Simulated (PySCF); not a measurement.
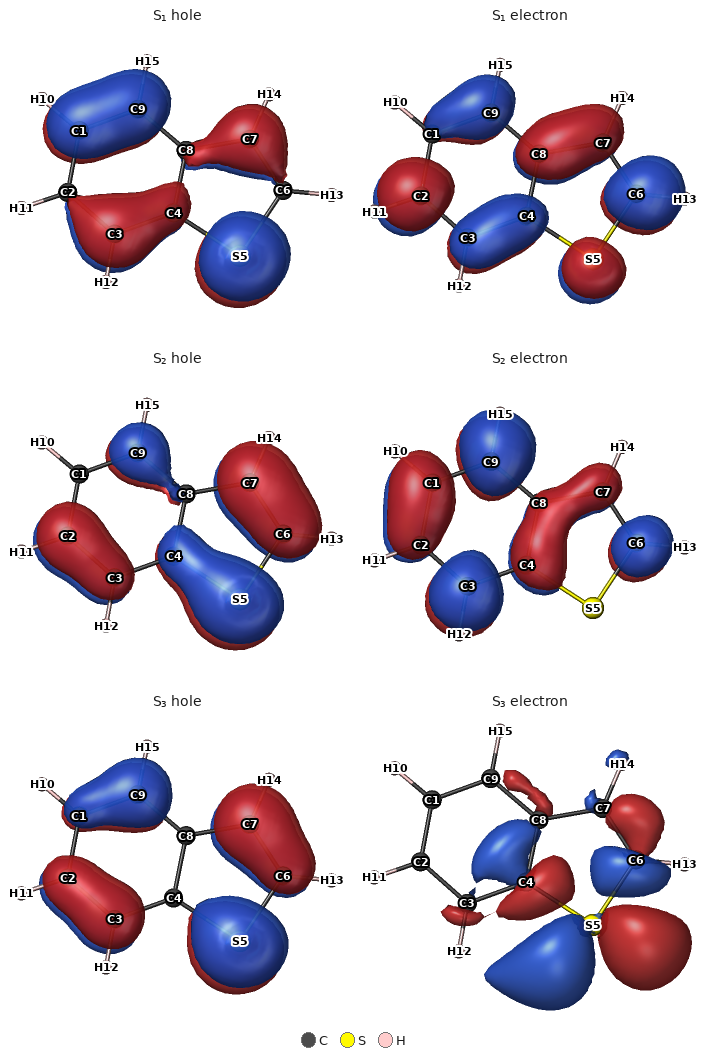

Figure 1: C8H6S, SMILES `c1ccc2sccc2c1`. Leading natural transition orbitals (TDA singlet states).

Method: B3LYP/6-31G*; geometry: GFN2-xTB; program: PySCF. No frequency check shows the geometry to be a minimum. GFN2-xTB bond lengths at metals and heavier atoms can be off by up to 0.1 Å and shapes distorted, which carries into these values. Without diffuse functions Rydberg states are missing, so the states' numbers hold for this basis only.

Describe these excited states.

By state:
- S₁: 4.88 eV (254 nm), f = 0.051, π → π*; the leading pair carries 72 %; hole on S5 (22 %), C1 and C9 (12 % each) and C3 (11 %), electron on C2 and C6 (14 % each), C3, C4, C8 and C9 (10 % each) and S5 (10 %) (shares are of the whole state, not of the leading pair alone); their centroids lie 0.1 Å apart.
- S₂: 5.17 eV (240 nm), f = 0.045, π → π*; the leading pair carries 83 %; hole on S5 (25 %), C7 (17 %) and C6 (13 %), electron on C9 (20 %), C3 (17 %) and C1 (13 %) (shares are of the whole state, not of the leading pair alone); their centroids lie 1.3 Å apart.
- S₃: 5.45 eV (227 nm), f = 0.000 (dark); the leading pair carries 100 %; hole on S5 (32 %), C7 (17 %) and C3, C6 and C9 (10 % each), electron on S5 (58 %) and C4 and C6 (12 % each); their centroids lie 1.4 Å apart.
